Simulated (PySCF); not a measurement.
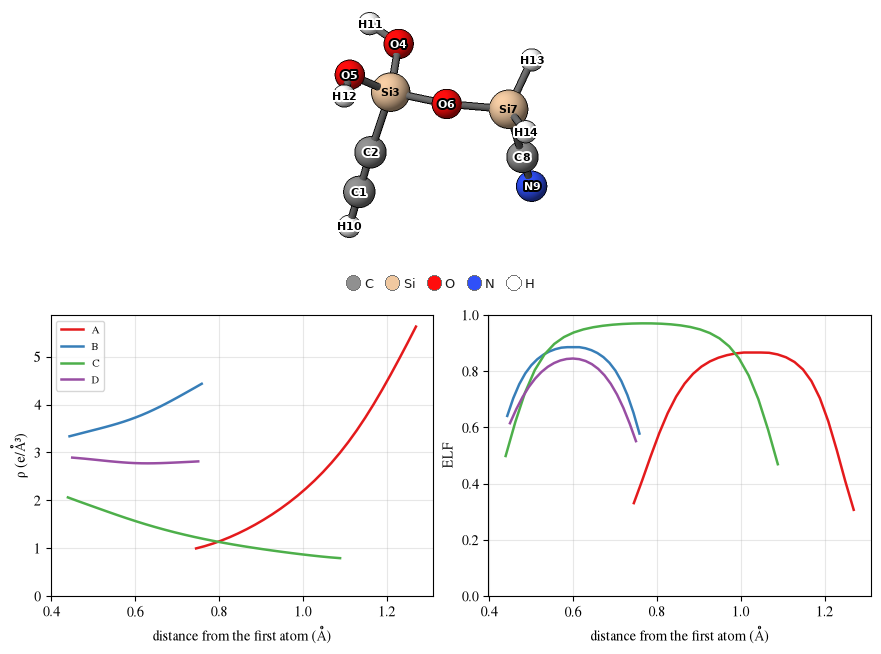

C$_{3}$H$_{5}$NO$_{3}$Si$_{2}$ (SMILES C#C[Si](O)(O)O[SiH2]C#N). Total electron density and electron localisation function along straight lines between neighbouring atoms. The curves leave out the atomic cores. The structure is drawn too.

Geometry: GFN2-xTB.

Method: PBE0/pcSseg-1, SCF density, gas phase, non-relativistic in PySCF 2.14.0.

Input file:

```
{"job": {"kind": "nmr", "xc": "PBE0", "basis": "pcSseg-1"}, "charge": 0, "multiplicity": 1}
C     -2.003873    -1.710854    -1.184099
C     -1.522029    -0.664032    -0.846090
Si    -0.718427     0.911819    -0.294504
O      0.113516     1.640599    -1.471827
O     -1.789847     1.976993     0.299332
O      0.352470     0.514919     0.867243
Si     1.806762    -0.065193     1.250549
C      2.025851    -1.739707     0.439901
N      2.173391    -2.768739    -0.041412
H     -2.430454    -2.623509    -1.486907
H     -0.333947     2.205026    -2.094988
H     -2.272994     1.781876     1.096186
H      2.867887     0.802577     0.748664
H      1.731016    -0.262249     2.695785
```

Command:

```sh
OMP_NUM_THREADS=1 python probes_run.py task.json out
```

Which curve belongs to which contact (C–C, C–N, C–Si and Si–O)? The first atom named is at distance zero.

Curve A: Si–O (1.61 Å): ρ is about 1.2 e/Å³ halfway; the ELF peaks at about 0.85 between the atoms: a polar covalent bond. Curve B: C–N (1.15 Å): ρ is about 3.6 e/Å³ halfway; the ELF peaks at about 0.90 between the atoms (a short, multiple covalent bond). Curve C: C–Si (1.85 Å): the density is about 0.95 e/Å³ at the midpoint; the ELF peaks at about 1 between the atoms (a covalent bond). Curve D: C–C (1.20 Å): ρ is about 2.8 e/Å³ halfway; the ELF peaks at about 0.85 between the atoms (a multiple bond).
